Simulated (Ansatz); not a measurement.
**AlH4O with multiplicity 2: two geometries relaxed**

Aim: relax the geometries before and after the reaction (atom abstraction by a radical), and see whether they are two minima and how far apart in energy. Meant to form: H2–O5; to break: Al1–H2. The start is a guess near the saddle point, from which both ends are pulled out.

Method: UKS r2SCAN/cc-pVDZ, in Ansatz 0.2.0.

### 1 The structure to begin with

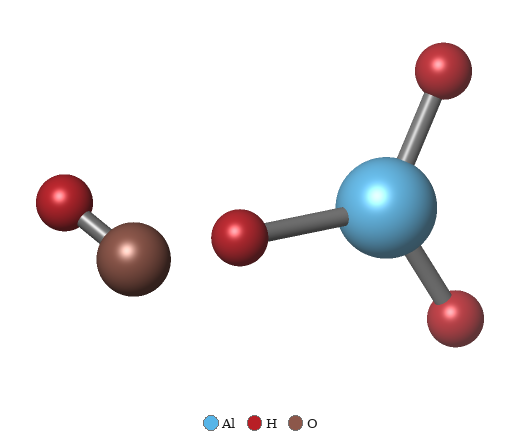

The starting structure, seen from a chosen angle (aluminium blue, hydrogen red, oxygen brown).

As a file:

```xyz
6

Al    0.0000    0.0000    0.0000
H     0.0000    0.0000    1.8100
H     1.3510    0.0000   -0.7800
H    -1.3510    0.0000   -0.7800
O     0.0000    0.0000    3.1200
H    -0.5144   -0.8011    3.4571
```

### 2 Pulling towards end A

Springs on the bonds that form and break draw the guess towards this end; the thresholds are loose.

Input file input.yaml:

```yaml
crystal:
  periodic: [false, false, false]
  atoms:
    - { symbol: Al, position_ang: [0.0, 0.0, 0.0] }
    - { symbol: H, position_ang: [0.0, 0.0, 1.81] }
    - { symbol: H, position_ang: [1.351, 0.0, -0.78] }
    - { symbol: H, position_ang: [-1.351, 0.0, -0.78] }
    - { symbol: O, position_ang: [0.0, 0.0, 3.12] }
    - { symbol: H, position_ang: [-0.5144, -0.8011, 3.4571] }
magnetization:
  spin_polarized: true
  initial_magnetization: 1
basis:
  gaussian: { orbitals: cc-pVDZ }
hamiltonian:
  xc: r2scan
relax:
  f_tol: 0.15
  max_steps: 25
  restrain:
    - { distance: [1, 4], at: 2.21, k: 30.0 }
    - { distance: [0, 1], at: 1.56, k: 30.0 }
```

Run with:

```console
$ ansatz run input.yaml --threads 1 --pin off --max-ram 2048MiB --backend cpu --events-out ev --progress --plain --runs-dir out
```

Standard output, cut to the lines that bear on the results:

```text
Warning: RAYON_NUM_THREADS=1 ignored (pool sized by the plan → 1); use --threads N
[...]
Functional definition: r2SCAN
[...]
620 factors; their error is unknown
[...]
mean field -8704.14107223 eV, -319.8712845257 hartree, gradient 6.9e-5 eV, S^2 0.757382; 0 other end points of the search recorded, 0 dependent functions left out
[...]
reference -8704.14108800 eV, -319.8712851053 hartree; 13, 12 occupied and 39, 40 virtual orbitals, 620 factors
relax step   1: F+E_penalty+E_count = -8704.14107223 eV  Δ(F+E_penalty+E_count) = +0.000e0 eV  max|allowed force component| = 2.181e0 eV/Å  E_restraint = 13.08750000 eV  max|allowed force component, restraints' pulls added| = 3.232e1 eV/Å  Δτ_max = 0.0000 Å  (29 SCF iters, accepted)
[...]
relax step   5: F+E_penalty+E_count = -8703.68749069 eV  Δ(F+E_penalty+E_count) = -2.977e-3 eV  max|allowed force component| = 4.566e-1 eV/Å  E_restraint = 0.00267727 eV  max|allowed force component, restraints' pulls added| = 3.129e-1 eV/Å  Δτ_max = 0.1086 Å  (83 SCF iters, accepted)
[...]
relax step   6: F+E_penalty+E_count = -8703.70115649 eV  Δ(F+E_penalty+E_count) = -1.367e-2 eV  max|allowed force component| = 4.725e-1 eV/Å  E_restraint = 0.00219699 eV  max|allowed force component, restraints' pulls added| = 1.333e-1 eV/Å  Δτ_max = 0.2000 Å  (86 SCF iters, accepted)
  distance H 1 - O 4 = 2.2081 Å
  distance Al 0 - H 1 = 1.5720 Å
620 factors; their error is unknown
[...]
mean field -8703.70115649 eV, -319.8551179205 hartree, gradient 1.4e-6 eV, S^2 0.753099; 3 other end points of the search recorded, 0 dependent functions left out
[...]
reference -8703.70117158 eV, -319.8551184752 hartree; 13, 12 occupied and 39, 40 virtual orbitals, 620 factors
Total energy: -8703.70117158 eV, -319.8551184752 hartree
Atom 0 at    -0.000728    -0.016682    -0.102888 Å, force    -0.004373     0.036326    -0.340743 eV/Å
Atom 1 at    -0.036099    -0.260693     1.449606 Å, force     0.007153    -0.077888     0.472536 eV/Å
Atom 2 at     1.393123     0.085328    -0.862547 Å, force     0.015667     0.017304     0.011954 eV/Å
Atom 3 at    -1.372114     0.078396    -0.905495 Å, force    -0.014786     0.019274    -0.000269 eV/Å
Atom 4 at     0.003521     0.074404     3.631763 Å, force     0.071469     0.124593    -0.145798 eV/Å
Atom 5 at    -0.502103    -0.761853     3.616662 Å, force    -0.075129    -0.119610     0.002320 eV/Å
Dipole moment:    -0.160261    -0.267806    -0.121106 e Å
```

Wall time 48 s (1 thread of Arm Neoverse V1, shared host); peak memory 0.15 GiB.

The steps of the relaxation:

```
step  energy from step 1 (eV)  largest force component (eV/Å)
   1                   0.0000                          2.1809
   2                   0.3329                          0.7928
   3                   0.4974                          1.6199
   4                   0.4566                          0.6399
   5                   0.4536                          0.4566
   6                   0.4399                          0.4725
```

Step 1 is the start. Energies and forces in the table leave out the springs, which the log lists apart; the run stops on the force with the springs' pull added.

After: Bond lengths: Al1–H2 1.572 Å, Al1–H3 1.591 Å, Al1–H4 1.592 Å, O5–H6 0.977 Å. Angles: H2–Al1–H3 120.1°, H2–Al1–H4 119.2°, H3–Al1–H4 120.7°.

### 3 Relaxing end A

It starts where the restrained run ended.

Input file input.yaml:

```yaml
crystal:
  periodic: [false, false, false]
  atoms:
    - { symbol: Al, position_ang: [-0.000728, -0.016682, -0.102888] }
    - { symbol: H, position_ang: [-0.036099, -0.260693, 1.449606] }
    - { symbol: H, position_ang: [1.393123, 0.085328, -0.862547] }
    - { symbol: H, position_ang: [-1.372114, 0.078396, -0.905495] }
    - { symbol: O, position_ang: [0.003521, 0.074404, 3.631763] }
    - { symbol: H, position_ang: [-0.502103, -0.761853, 3.616662] }
magnetization:
  spin_polarized: true
  initial_magnetization: 1
basis:
  gaussian: { orbitals: cc-pVDZ }
hamiltonian:
  xc: r2scan
relax:
  f_tol: 0.03
  max_steps: 50
```

Run with:

```console
$ ansatz run input.yaml --threads 1 --pin off --max-ram 2048MiB --backend cpu --events-out ev --progress --plain --runs-dir out
```

Standard output, cut to the lines that bear on the results:

```text
Warning: RAYON_NUM_THREADS=1 ignored (pool sized by the plan → 1); use --threads N
[...]
[... 1 set-up line as earlier in the session ...]
[...]
620 factors; their error is unknown
[...]
mean field -8703.70115425 eV, -319.8551178381 hartree, gradient 7.1e-6 eV, S^2 0.753099; 2 other end points of the search recorded, 0 dependent functions left out
[...]
reference -8703.70116935 eV, -319.8551183929 hartree; 13, 12 occupied and 39, 40 virtual orbitals, 620 factors
relax step   1: F+E_penalty+E_count = -8703.70115425 eV  Δ(F+E_penalty+E_count) = +0.000e0 eV  max|allowed force component| = 4.725e-1 eV/Å  Δτ_max = 0.0000 Å  (72 SCF iters, accepted)
[...]
relax step   5: F+E_penalty+E_count = -8704.14621526 eV  Δ(F+E_penalty+E_count) = -1.885e-1 eV  max|allowed force component| = 1.615e0 eV/Å  Δτ_max = 0.1843 Å  (38 SCF iters, accepted)
[...]
620 factors; their error is unknown
[...]
mean field -8706.11002403 eV, -319.9436421699 hartree, gradient 1.4e-5 eV, S^2 0.751965; 1 other end points of the search recorded, 0 dependent functions left out
[...]
reference -8706.11003909 eV, -319.9436427233 hartree; 13, 12 occupied and 39, 40 virtual orbitals, 620 factors
Total energy: -8706.11003909 eV, -319.9436427233 hartree
Atom 0 at    -0.090268    -0.358410     0.039419 Å, force    -0.002088    -0.003349     0.008636 eV/Å
Atom 1 at     0.625444    -0.778057     2.543374 Å, force     0.003222    -0.012331     0.016351 eV/Å
Atom 2 at     1.288638     0.395051    -0.314350 Å, force     0.002723     0.002157    -0.003559 eV/Å
Atom 3 at    -1.481496     0.449102    -0.091396 Å, force    -0.001939     0.004152    -0.003602 eV/Å
Atom 4 at     0.002461    -0.166428     2.118696 Å, force     0.002519     0.021330    -0.027826 eV/Å
Atom 5 at    -0.859178    -0.342358     2.531359 Å, force    -0.004438    -0.011960     0.010000 eV/Å
Dipole moment:    -0.039072    -0.281619     0.957359 e Å
```

It took 84 s on 1 thread of Arm Neoverse V1, shared host; peak memory 0.15 GiB.

Relaxation path:

```
step  energy from step 1 (eV)  largest force component (eV/Å)
   1                   0.0000                          0.4725
   2                  -0.0447                          0.6592
   3                  -0.1172                          0.8967
   4                  -0.2566                          0.9144
   5                  -0.4451                          1.6147
   6                  -0.8746                          2.3466
   7                  -1.3361                          2.3704
   8                  -1.8117                          1.9878
   9                  -2.0260                          1.5153
  10                  -2.1890                          1.2584
  11                  -2.2635                          1.0224
  12                  -2.2897                          2.4452
  13                  -2.3933                          0.2250
  14                  -2.4012                          0.1622
  15                  -2.4039                          0.1191
  16                  -2.4071                          0.0896
  17                  -2.4071                          0.1263
  18                  -2.4074                          0.1762
  19                  -2.4089                          0.0278
```

Step 1 is the start.

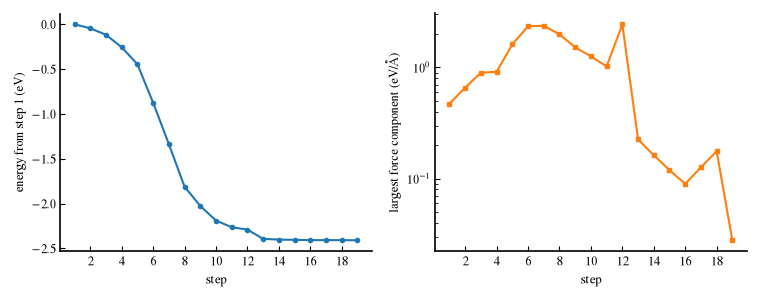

How energy and force went from step to step.

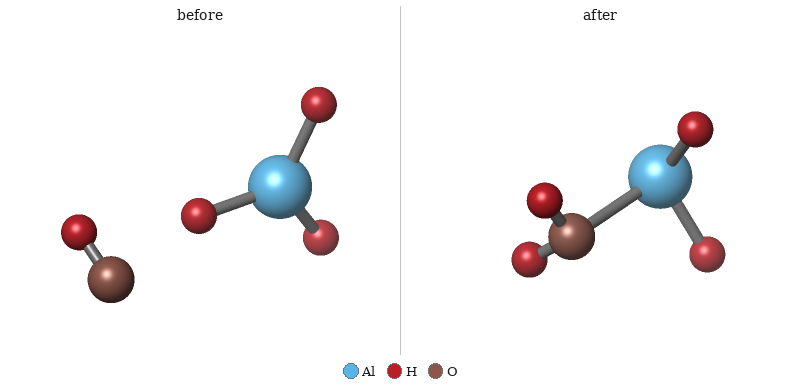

The structure before (left) and after (right), drawn at the same scale.

After: Bond lengths: Al1–H3 1.611 Å, Al1–H4 1.614 Å, Al1–O5 2.090 Å, H2–O5 0.971 Å, O5–H6 0.971 Å. Angles: H3–Al1–H4 119.1°, H3–Al1–O5 97.9°, H4–Al1–O5 94.2°, Al1–O5–H2 113.9°, Al1–O5–H6 111.5°, H2–O5–H6 105.6°.

Pairs that crossed the distance rule for bonds on the way: came closer Al1–O5, H2–O5; moved apart Al1–H2.

### 4 Pulling towards end B

Springs on the bonds that form and break draw the guess towards this end; the thresholds are loose.

Input file input.yaml:

```yaml
crystal:
  periodic: [false, false, false]
  atoms:
    - { symbol: Al, position_ang: [0.0, 0.0, 0.0] }
    - { symbol: H, position_ang: [0.0, 0.0, 1.81] }
    - { symbol: H, position_ang: [1.351, 0.0, -0.78] }
    - { symbol: H, position_ang: [-1.351, 0.0, -0.78] }
    - { symbol: O, position_ang: [0.0, 0.0, 3.12] }
    - { symbol: H, position_ang: [-0.5144, -0.8011, 3.4571] }
magnetization:
  spin_polarized: true
  initial_magnetization: 1
basis:
  gaussian: { orbitals: cc-pVDZ }
hamiltonian:
  xc: r2scan
relax:
  f_tol: 0.15
  max_steps: 25
  restrain:
    - { distance: [1, 4], at: 1.01, k: 30.0 }
    - { distance: [0, 1], at: 2.76, k: 30.0 }
output:
  orbitals: {}
```

Run with:

```console
$ ansatz run input.yaml --threads 1 --pin off --max-ram 2048MiB --backend cpu --events-out ev --progress --plain --runs-dir out
```

Standard output, cut to the lines that bear on the results:

```text
Warning: RAYON_NUM_THREADS=1 ignored (pool sized by the plan → 1); use --threads N
[...]
[... 1 set-up line as earlier in the session ...]
[...]
620 factors; their error is unknown
[...]
mean field -8704.14107223 eV, -319.8712845257 hartree, gradient 6.9e-5 eV, S^2 0.757382; 0 other end points of the search recorded, 0 dependent functions left out
[...]
reference -8704.14108800 eV, -319.8712851053 hartree; 13, 12 occupied and 39, 40 virtual orbitals, 620 factors
relax step   1: F+E_penalty+E_count = -8704.14107223 eV  Δ(F+E_penalty+E_count) = +0.000e0 eV  max|allowed force component| = 2.181e0 eV/Å  E_restraint = 14.88750000 eV  max|allowed force component, restraints' pulls added| = 3.968e1 eV/Å  Δτ_max = 0.0000 Å  (29 SCF iters, accepted)
[...]
  distance H 1 - O 4 = 0.9882 Å
  distance Al 0 - H 1 = 2.7593 Å
620 factors; their error is unknown
[...]
mean field -8705.14938407 eV, -319.9083393024 hartree, gradient 1.4e-5 eV, S^2 0.752554; 1 other end points of the search recorded, 0 dependent functions left out
[...]
reference -8705.14940008 eV, -319.9083398908 hartree; 13, 12 occupied and 39, 40 virtual orbitals, 620 factors
Total energy: -8705.14940008 eV, -319.9083398908 hartree
Atom 0 at    -0.001617    -0.016485    -0.287517 Å, force     0.003866     0.011936     0.006566 eV/Å
Atom 1 at     0.098783     0.140890     2.465428 Å, force    -0.086827    -0.112733     0.641723 eV/Å
Atom 2 at     1.379608    -0.013756    -1.104261 Å, force     0.012498    -0.005882    -0.006319 eV/Å
Atom 3 at    -1.399759    -0.015874    -1.076847 Å, force    -0.013047    -0.006701     0.008982 eV/Å
Atom 4 at    -0.039027    -0.037748     3.427572 Å, force     0.097572     0.133711    -0.642845 eV/Å
Atom 5 at    -0.552388    -0.858128     3.402725 Å, force    -0.014062    -0.020330    -0.008108 eV/Å
Dipole moment:    -0.120838    -0.209544    -0.306755 e Å
```

Run time: 25 s. Hardware: 1 thread of Arm Neoverse V1, shared host; peak memory 0.14 GiB.

Step by step:

```
step  energy from step 1 (eV)  largest force component (eV/Å)
   1                   0.0000                          2.1809
   2                  -0.4623                          3.0696
   3                  -0.5822                          3.4585
   4                  -0.8386                          1.3321
   5                  -0.9811                          1.2972
   6                  -1.0083                          0.6428
```

Step 1 is the start. Energies and forces in the table leave out the springs, which the log lists apart; the run stops on the force with the springs' pull added.

After: Bond lengths: Al1–H3 1.605 Å, Al1–H4 1.606 Å, H2–O5 0.988 Å, O5–H6 0.968 Å. Angles: H3–Al1–H4 120.0°, H2–O5–H6 101.7°.

Pairs that crossed the distance rule for bonds on the way: came closer H2–O5; moved apart Al1–H2.

### 5 End point B

It starts where the restrained run ended.

Input file input.yaml:

```yaml
crystal:
  periodic: [false, false, false]
  atoms:
    - { symbol: Al, position_ang: [-0.001617, -0.016485, -0.287517] }
    - { symbol: H, position_ang: [0.098783, 0.14089, 2.465428] }
    - { symbol: H, position_ang: [1.379608, -0.013756, -1.104261] }
    - { symbol: H, position_ang: [-1.399759, -0.015874, -1.076847] }
    - { symbol: O, position_ang: [-0.039027, -0.037748, 3.427572] }
    - { symbol: H, position_ang: [-0.552388, -0.858128, 3.402725] }
magnetization:
  spin_polarized: true
  initial_magnetization: 1
basis:
  gaussian: { orbitals: cc-pVDZ }
hamiltonian:
  xc: r2scan
relax:
  f_tol: 0.03
  max_steps: 50
```

Run with:

```console
$ ansatz run input.yaml --threads 1 --pin off --max-ram 2048MiB --backend cpu --events-out ev --progress --plain --runs-dir out
```

Standard output, cut to the lines that bear on the results:

```text
Warning: RAYON_NUM_THREADS=1 ignored (pool sized by the plan → 1); use --threads N
[...]
[... 1 set-up line as earlier in the session ...]
[...]
620 factors; their error is unknown
[...]
mean field -8705.14938380 eV, -319.9083392924 hartree, gradient 3.0e-5 eV, S^2 0.752554; 0 other end points of the search recorded, 0 dependent functions left out
[...]
reference -8705.14939979 eV, -319.9083398802 hartree; 13, 12 occupied and 39, 40 virtual orbitals, 620 factors
relax step   1: F+E_penalty+E_count = -8705.14938380 eV  Δ(F+E_penalty+E_count) = +0.000e0 eV  max|allowed force component| = 6.428e-1 eV/Å  Δτ_max = 0.0000 Å  (30 SCF iters, accepted)
[...]
relax step   4: F+E_penalty+E_count = -8705.15972862 eV  Δ(F+E_penalty+E_count) = -3.439e-3 eV  max|allowed force component| = 1.231e-1 eV/Å  Δτ_max = 0.0917 Å  (31 SCF iters, accepted)
[...]
relax step   7: F+E_penalty+E_count = -8705.16621339 eV  Δ(F+E_penalty+E_count) = +3.021e-4 eV  max|allowed force component| = 8.586e-1 eV/Å  Δτ_max = 0.0978 Å  (30 SCF iters, rejected (line search))
[...]
relax step  10: F+E_penalty+E_count = -8705.18443542 eV  Δ(F+E_penalty+E_count) = -7.558e-3 eV  max|allowed force component| = 3.745e-1 eV/Å  Δτ_max = 0.0715 Å  (31 SCF iters, accepted)
[...]
relax step  13: F+E_penalty+E_count = -8705.21432792 eV  Δ(F+E_penalty+E_count) = -1.794e-2 eV  max|allowed force component| = 3.256e-1 eV/Å  Δτ_max = 0.0809 Å  (30 SCF iters, accepted)
[...]
relax step  14: F+E_penalty+E_count = -8705.23452822 eV  Δ(F+E_penalty+E_count) = -2.020e-2 eV  max|allowed force component| = 5.263e-1 eV/Å  Δτ_max = 0.0814 Å  (29 SCF iters, accepted)
[...]
relax step  15: F+E_penalty+E_count = -8705.26411254 eV  Δ(F+E_penalty+E_count) = -2.958e-2 eV  max|allowed force component| = 1.211e0 eV/Å  Δτ_max = 0.1266 Å  (33 SCF iters, accepted)
[...]
620 factors; their error is unknown
```

### 6 The log goes on: end point B relaxed

The log, continued, cut to the lines that bear on the results:

```text
mean field -8705.31036905 eV, -319.9142553913 hartree, gradient 2.6e-5 eV, S^2 0.752626; 0 other end points of the search recorded, 0 dependent functions left out
[...]
reference -8705.31038451 eV, -319.9142559595 hartree; 13, 12 occupied and 39, 40 virtual orbitals, 620 factors
relax step  16: F+E_penalty+E_count = -8705.31036905 eV  Δ(F+E_penalty+E_count) = -4.626e-2 eV  max|allowed force component| = 2.025e0 eV/Å  Δτ_max = 0.1853 Å  (34 SCF iters, accepted)
[...]
relax step  18: F+E_penalty+E_count = -8705.63565295 eV  Δ(F+E_penalty+E_count) = -1.844e-1 eV  max|allowed force component| = 9.502e-1 eV/Å  Δτ_max = 0.1949 Å  (35 SCF iters, accepted)
[...]
relax step  20: F+E_penalty+E_count = -8705.99286216 eV  Δ(F+E_penalty+E_count) = -2.043e-1 eV  max|allowed force component| = 8.270e-1 eV/Å  Δτ_max = 0.1991 Å  (33 SCF iters, accepted)
[...]
620 factors; their error is unknown
[...]
mean field -8706.11043530 eV, -319.9436572836 hartree, gradient 1.7e-5 eV, S^2 0.751965; 1 other end points of the search recorded, 0 dependent functions left out
[...]
reference -8706.11045031 eV, -319.9436578352 hartree; 13, 12 occupied and 39, 40 virtual orbitals, 620 factors
Total energy: -8706.11045031 eV, -319.9436578352 hartree
Atom 0 at     0.002714    -0.564904     0.110601 Å, force     0.001090    -0.006859    -0.006851 eV/Å
Atom 1 at     0.723599    -0.099401     2.589093 Å, force    -0.003852     0.003395    -0.003959 eV/Å
Atom 2 at     1.176502     0.451263    -0.324308 Å, force    -0.002867     0.001732     0.000689 eV/Å
Atom 3 at    -1.526328    -0.206622    -0.255885 Å, force     0.002166     0.002804     0.000458 eV/Å
Atom 4 at    -0.104696     0.048042     2.102874 Å, force     0.001345    -0.005663     0.013553 eV/Å
Atom 5 at    -0.786190    -0.429478     2.604724 Å, force     0.002118     0.004591    -0.003890 eV/Å
Dipole moment:     0.033309    -0.080738     0.997843 e Å
```

Wall time 98 s (1 thread of Arm Neoverse V1, shared host); peak memory 0.15 GiB.

Relaxation path:

```
step  energy from step 1 (eV)  largest force component (eV/Å)
   1                   0.0000                          0.6428
   2                  -0.0046                          0.3504
   3                  -0.0069                          0.1743
   4                  -0.0103                          0.1231
  5x                   0.0533                          1.8593
   6                  -0.0171                          0.1748
  7x                  -0.0168                          0.8586
   8                  -0.0220                          0.1819
   9                  -0.0275                          0.2231
  10                  -0.0351                          0.3745
  11                  -0.0470                          0.4176
 12x                  -0.0399                          1.5532
  13                  -0.0649                          0.3256
  14                  -0.0851                          0.5263
  15                  -0.1147                          1.2109
  16                  -0.1610                          2.0245
  17                  -0.3019                          1.7375
  18                  -0.4863                          0.9502
  19                  -0.6392                          0.8081
  20                  -0.8435                          0.8270
  21                  -0.9386                          0.3062
  22                  -0.9571                          0.2823
 23x                  -0.9097                          1.4626
  24                  -0.9606                          0.0471
  25                  -0.9611                          0.0136
```

Step 1 is the start. 4 steps were tried and not accepted (5, 7, 12, 23; marked x where the table lists them).

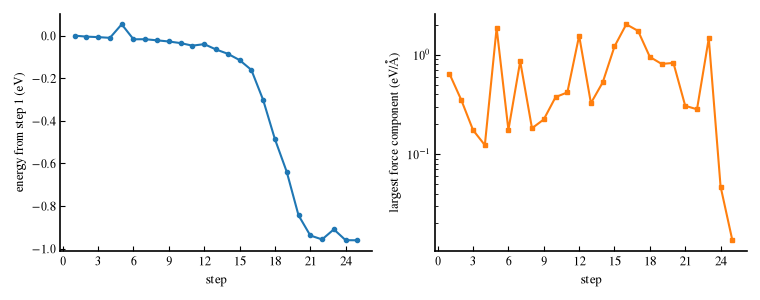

Energy and largest force along the relaxation.

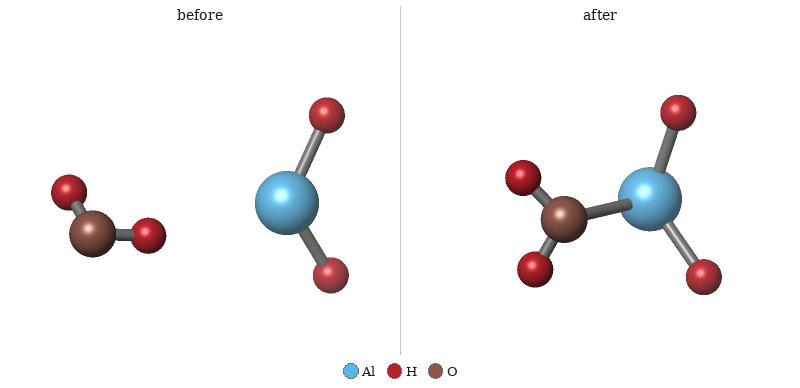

The structure before (left) and after (right), drawn at the same scale.

After: Bond lengths: Al1–H3 1.612 Å, Al1–H4 1.613 Å, Al1–O5 2.087 Å, H2–O5 0.972 Å, O5–H6 0.972 Å. Angles: H3–Al1–H4 119.3°, H3–Al1–O5 96.3°, H4–Al1–O5 95.9°, Al1–O5–H2 112.9°, Al1–O5–H6 112.6°, H2–O5–H6 105.4°.

Pairs that crossed the distance rule for bonds on the way: came closer Al1–O5.

### 7 What came out

```
                           quantity                     value
                              end A  18 moves, 2.409 eV lower
                              end B  20 moves, 0.961 eV lower
largest difference between the ends                    0.15 Å
            end B relative to end A                 -0.000 eV
```

**Reading.** Both starts fell into the same minimum (no atom differs by more than 0.15 Å), so from this start no second minimum was found and no band was run; another arrangement could still be one.
